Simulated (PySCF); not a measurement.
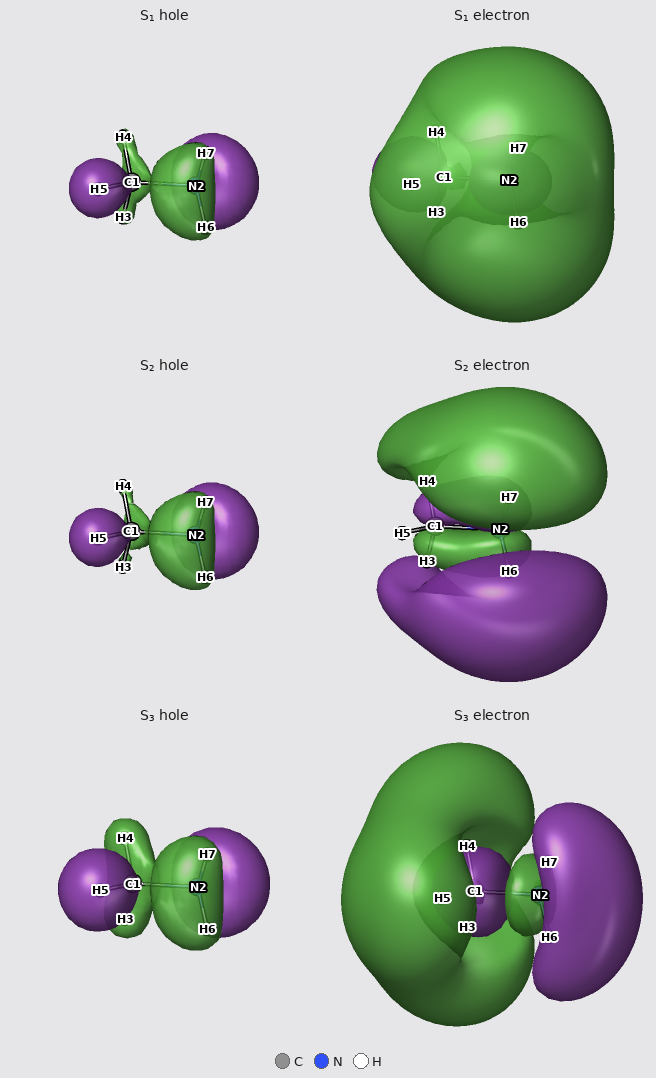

*CH5N, SMILES `CN`. Leading natural transition orbitals (TDA singlet states).*

Level of theory: ωB97X/def2-TZVP (PySCF), at a geometry from GFN2-xTB. No frequency check shows the geometry to be a minimum. Without diffuse functions Rydberg states are missing, so the states' numbers hold for this basis only.

Give the energy and character of each state.

By state:
- S₁: 6.71 eV (185 nm), f = 0.008, partly diffuse acceptor orbital, which a basis without diffuse functions describes poorly; the leading pair carries 100 %; hole on N2 (68 %), C1 (10 %) and H5 (7 %), electron on H6 and H7 (25 % each), N2 (20 %) and C1 (12 %) (atom shares of so diffuse an orbital are rough); their centroids lie 0.7 Å apart.
- S₂: 8.48 eV (146 nm), f = 0.018, partly diffuse acceptor orbital, which a basis without diffuse functions describes poorly; the leading pair carries 100 %; hole on N2 (68 %), C1 (10 %) and H5, H6 and H7 (6 % each), electron on H6 and H7 (29 % each), N2 (21 %) and C1 (8 %) (atom shares of so diffuse an orbital are rough); their centroids lie 0.7 Å apart.
- S₃: 8.63 eV (144 nm), f = 0.062, partly diffuse acceptor orbital, which a basis without diffuse functions describes poorly; the leading pair carries 99 %; hole on N2 (62 %), C1 (13 %) and H5 (9 %), electron on C1 (23 %), H3 and H4 (19 % each) and H5 (18 %) (atom shares of so diffuse an orbital are rough); their centroids lie 1.3 Å apart.
